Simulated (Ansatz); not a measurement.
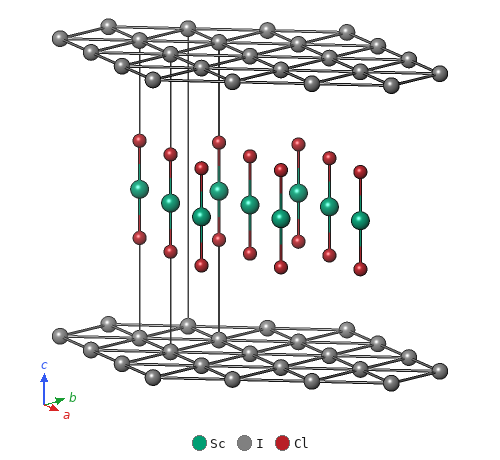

ScICl2 (space group P6/mmm, No. 191): the end point of a relaxation with Ansatz 0.2.0, DFT PBE, scalar-relativistic, plane waves, PAW; the starting structure was generated, so it need not be a known form of this composition.

Bonds are taken as Cl–Sc below 2.5 Å and I–I below 4.1 Å. The graph is simplified in the usual way: terminal and isolated atoms are pruned, two-connected atoms become edges.

What kind of net remains, and which atoms are its nodes?

A uninodal 6-connected, two-periodic (layers) net: I is a 6-connected node. Sc and Cl drop out.

Does the net have a name?

It is the hxl net, known from the triangular lattice.

How do the layers lie?

The layers lie parallel to (001).

How many nodes does the smallest cycle have?

Three.

Give the first ten terms of the coordination sequence (nodes one, two, three … edges away).

I: 6, 12, 18, 24, 30, 36, 42, 48, 54, 60.
